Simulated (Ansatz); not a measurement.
**NOF (nitrosyl fluoride): BLYP/def2-TZVPP**

Aim: the vertical ionisation energy of NOF (nitrosyl fluoride) at BLYP/def2-TZVPP, from 2 runs. 

Program for the calculation: Ansatz 0.2.0.

59 further runs of the same task are left out: 59 set aside as unsound or not needed.

**1. The system as given**

NOF: 3 atoms, total charge 0, spin state singlet. SMILES: `O=NF`. The shape is that of a PBE0-D4/def2-TZVP optimisation.

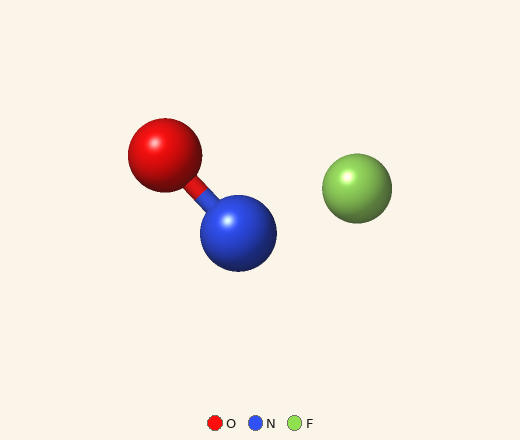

The structure, seen from a chosen angle (oxygen red, nitrogen blue, fluorine green).

**2. The energy at BLYP/def2-TZVPP**

run.yaml reads:

```yaml
crystal:
  periodic: [false, false, false]
  atoms:
    - {symbol: O, position_ang: [0.868350, 0.242970, 0.504740]}
    - {symbol: "N", position_ang: [0.148930, -0.482540, 0.029910]}
    - {symbol: F, position_ang: [-1.017290, 0.239580, -0.534650]}
basis:
  gaussian:
    orbitals: def2-TZVPP
hamiltonian:
  xc: {name: BLYP}
accuracy: high
output: {orbitals: {seedname: orbitals}}
```

Launch:

```
$ ansatz run run.yaml --threads 1 --pin off --max-ram 3480MiB --events-out events.jsonl --progress --plain --runs-dir runs
```

The program printed:

```text
Warning: RAYON_NUM_THREADS=1 ignored (pool sized by the plan → 1); use --threads N
Functional definition: BLYP
  name "BLYP"
  parameter beta = 0.0042
  parameter a = 0.04918
  parameter b = 0.132
  parameter c = 0.2533
  parameter d = 0.349
  exchange = b88_x(beta = beta)
  correlation = lyp_c(a = a, b = b, c = c, d = d)
1512 factors; integrals over basis functions are off by at most 3.4e-9 eV
mean field evaluation 1: about -6251.4980 eV, gradient 3.9e1 eV
mean field evaluation 2: about -6244.3912 eV, gradient 7.9e1 eV
mean field evaluation 4: about -6253.5280 eV, gradient 2.0e0 eV
mean field evaluation 8: about -6253.5335 eV, gradient 1.1e-1 eV
mean field evaluation 16: about -6253.5335 eV, gradient 3.1e-6 eV
mean field -6253.53350310 eV, -229.8131174415 hartree, gradient 1.9e-8 eV, S^2 0.000000; 0 other end points of the search recorded, 0 dependent functions left out
reference -6253.53353546 eV, -229.8131186308 hartree; 12, 12 occupied and 81, 81 virtual orbitals, 1512 factors
Total energy: -6253.53353546 eV, -229.8131186308 hartree
```

Wall time 2.5 s (1 thread of Arm Neoverse V2, shared host); peak memory 0.17 GiB.

**3. The doublet cation at the same level**

in.yaml reads:

```yaml
crystal:
  periodic: [false, false, false]
  atoms:
    - symbol: O
      position_ang: [0.868350, 0.242970, 0.504740]
    - symbol: "N"
      position_ang: [0.148930, -0.482540, 0.029910]
    - symbol: F
      position_ang: [-1.017290, 0.239580, -0.534650]
basis:
  gaussian:
    orbitals: def2-TZVPP
hamiltonian:
  xc: {name: BLYP}
total_charge: 1
output:
  orbitals: {seedname: orbitals}
magnetization:
  spin_polarized: true
  initial_magnetization: 1
accuracy: high
```

Launch:

```
$ ansatz run in.yaml --threads 1 --pin off --max-ram 3480MiB --events-out events.jsonl --progress --plain --runs-dir runs
```

The program printed:

```text
Warning: RAYON_NUM_THREADS=1 ignored (pool sized by the plan → 1); use --threads N
Functional definition: BLYP
  name "BLYP"
  parameter beta = 0.0042
  parameter a = 0.04918
  parameter b = 0.132
  parameter c = 0.2533
  parameter d = 0.349
  exchange = b88_x(beta = beta)
  correlation = lyp_c(a = a, b = b, c = c, d = d)
1512 factors; integrals over basis functions are off by at most 3.4e-9 eV
mean field evaluation 1: about -6234.2688 eV, gradient 5.0e1 eV
mean field evaluation 2: about -6122.6556 eV, gradient 1.6e2 eV
mean field evaluation 4: about -6235.7750 eV, gradient 3.8e1 eV
mean field evaluation 8: about -6240.7492 eV, gradient 4.7e-1 eV
mean field evaluation 16: about -6240.7470 eV, gradient 3.9e-4 eV
mean field evaluation 32: about -6240.6260 eV, gradient 2.9e0 eV
mean field evaluation 64: about -6240.6260 eV, gradient 2.9e0 eV
mean field -6240.74696869 eV, -229.3432209692 hartree, gradient 5.3e-8 eV, S^2 0.755049; 6 other end points of the search recorded, 0 dependent functions left out
reference -6240.74699871 eV, -229.3432220725 hartree; 12, 11 occupied and 81, 82 virtual orbitals, 1512 factors
Total energy: -6240.74699871 eV, -229.3432220725 hartree
```

Wall time 9.6 s (1 thread of Arm Neoverse V2, shared host); peak memory 0.21 GiB.

**4. Results**

Level: BLYP/def2-TZVPP.

| quantity | value |
| --- | --- |
| singlet NOF: total energy | -229.81312 Eh |
| singlet NOF: HOMO energy | -8.06 eV |
| singlet NOF: LUMO energy | -4.41 eV |
| singlet NOF: HOMO–LUMO gap | 3.65 eV |
| doublet cation: total energy | -229.34322 Eh |
| doublet cation: HOMO energy (highest over α and β) | -18.98 eV |
| doublet cation: LUMO energy (lowest over α and β) | -17.57 eV |
| doublet cation: ⟨S²⟩ | 0.755 |
| vertical ionisation energy (to the doublet cation) | 12.787 eV |

In words: Removing an electron at fixed nuclei costs 12.79 eV (295 kcal/mol). The negative HOMO energy of the first species, 8.06 eV, lies 4.72 eV below that difference.
